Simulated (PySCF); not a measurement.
# Excited-state calculation of C₂H₂Cl₂F₂Ga₂

System: C₂H₂Cl₂F₂Ga₂, SMILES C#[C][GaH-]1[Cl+][Ga-]([F])([F])[Cl+]1.
Method: TDDFT PBE0/def2-SVPD, vertical, gas phase, core orbitals frozen in the response (PySCF 2.14.0).

The geometry comes from this level: GFN2-xTB. It belongs to a series of runs on one base structure; here: H on Ga replaced by ethynyl.

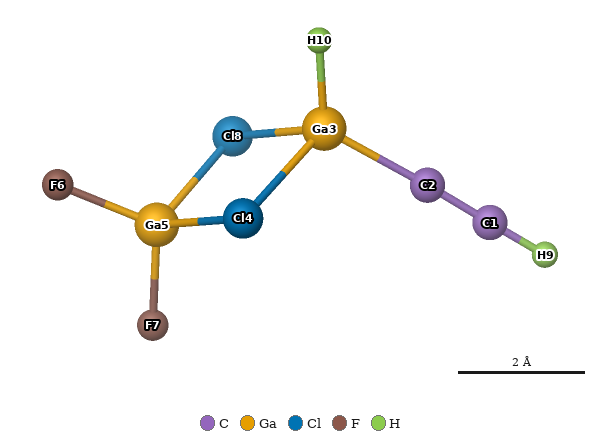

Fig. 1: The structure as given in the input (ball-and-stick view, seen at a tilt; atoms are numbered from 1 in the order of the input). Sticks mark near contacts.

The input:
```
{"job": {"kind": "uv", "xc": "PBE0", "basis": "def2-SVPD", "nstates": 8, "ntriplets": 3}, "charge": 0, "multiplicity": 1}
C      3.135454     0.469147    -0.428180
C      1.969921     0.776914    -0.342609
Ga     0.074102     1.193602    -0.218779
Cl    -0.838241     0.001825     1.511833
Ga    -1.898435    -1.226074    -0.021376
F     -3.632594    -1.068982     0.080145
F     -1.376508    -2.888880    -0.001037
Cl    -1.060798    -0.083366    -1.746310
H      4.156790     0.211597    -0.501025
H     -0.520808     2.618872    -0.208032
```

The first line tells a small driver script what to run in PySCF; the rest is the geometry in Å.

Run as:
```bash
OMP_NUM_THREADS=1 python <driver script> task.json out
```

What the program printed:
```
coarse grid: 53368 points
cycle   1  E = -5045.0997881417  dE = -1.921e-01  |g| = 1.107e+00  |ddm| = 6.770e+00
cycle   2  E = -5044.7107268401  dE =  3.891e-01  |g| = 1.922e+00  |ddm| = 3.490e+00
cycle   3  E = -5045.2994190081  dE = -5.887e-01  |g| = 1.960e-01  |ddm| = 2.061e+00
cycle   4  E = -5045.3054151886  dE = -5.996e-03  |g| = 6.022e-02  |ddm| = 2.766e-01
cycle   5  E = -5045.3058096293  dE = -3.944e-04  |g| = 2.670e-02  |ddm| = 8.977e-02
cycle   6  E = -5045.3059768470  dE = -1.672e-04  |g| = 7.233e-03  |ddm| = 4.217e-02
cycle   7  E = -5045.3059899006  dE = -1.305e-05  |g| = 1.481e-03  |ddm| = 1.174e-02
cycle   8  E = -5045.3059902343  dE = -3.337e-07  |g| = 3.749e-04  |ddm| = 2.920e-03
final grid: 106440 points
cycle   9  E = -5045.3061585365  dE = -1.793e-08  |g| = 4.745e-04  |ddm| = 4.028e-03
cycle  10  E = -5045.3061585167  dE =  1.985e-08  |g| = 6.024e-04  |ddm| = 1.064e-03
cycle  11  E = -5045.3061585641  dE = -4.745e-08  |g| = 8.876e-05  |ddm| = 6.054e-04
cycle  12  E = -5045.3061585659  dE = -1.779e-09  |g| = 1.582e-05  |ddm| = 1.188e-04
cycle  13  E = -5045.3061585660  dE = -5.457e-11  |g| = 5.291e-06  |ddm| = 2.683e-05
```

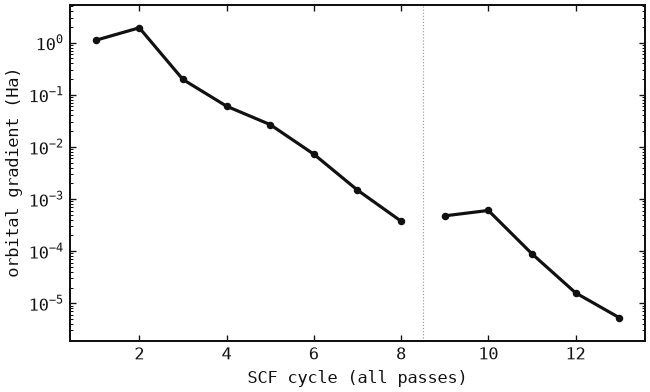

Fig. 2: Convergence of the self-consistent field: orbital gradient against the SCF cycle. The dotted line marks the change from a coarse to the final integration grid. The first 8 cycles use a coarse grid, the final grid takes over at cycle 9, and the field converges after 13 cycles in all.

```
converged SCF energy = -5045.3061585660

Static polarisability (au): isotropic 95.974, principal 84.805 87.429 115.690

Singlet excitations
state   eV       nm        f      main configurations
  1   5.7015    217.5   0.00054   H->L+1 0.88
  2   5.9727    207.6   0.00272   H-1->L+1 0.53, H->L+2 0.35
  3   6.0912    203.5   0.00002   H-1->L+2 0.74, H-1->L+3 0.09, H-1->L 0.08
  4   6.3104    196.5   0.00210   H->L 0.96
  5   6.3975    193.8   0.00297   H-1->L 0.91
  6   6.9329    178.8   0.15587   H->L+2 0.57, H-1->L+1 0.25, H->L+3 0.14
  7   7.1869    172.5   0.00055   H-2->L 0.91
  8   7.2112    171.9   0.00820   H-2->L+1 0.74, H-1->L+3 0.17

Triplet excitations (Tamm-Dancoff, eV): 4.7994 5.2069 5.2612
```

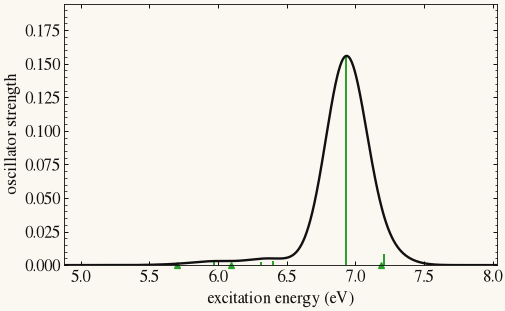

Fig. 3: Computed excitations as sticks (degenerate states added up, dark ones marked on the axis), with a Gaussian envelope of 0.35 eV full width at half maximum, scaled to the tallest. Of the 8 states the lowest lies at 5.70 eV (f = 0.001); the strongest line is at 6.93 eV, or 179 nm (f = 0.156).

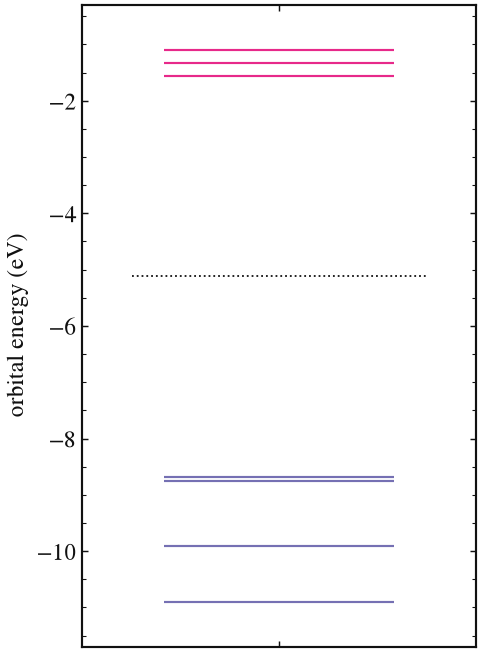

Fig. 4: Orbital energies near the frontier; the dotted line parts filled from empty levels, and levels within 0.02 eV of each other stand side by side. Highest filled −8.68 eV, lowest empty −1.55 eV, 7.13 eV apart.

Key numbers:

```csv
quantity,value
outcome,converged
total energy,−5045.306159 hartree
HOMO,−8.68 eV
LUMO,−1.55 eV
dipole moment,3.81 D
mean polarisability,95.97 a.u.
lowest singlet excitation,5.70 eV
hardware,"1 CPU thread, shared host"
wall time,1.7 min
peak memory,0.91 GiB
```

Remarks:

Spin–orbit coupling is left out, which matters for the heavy atoms.
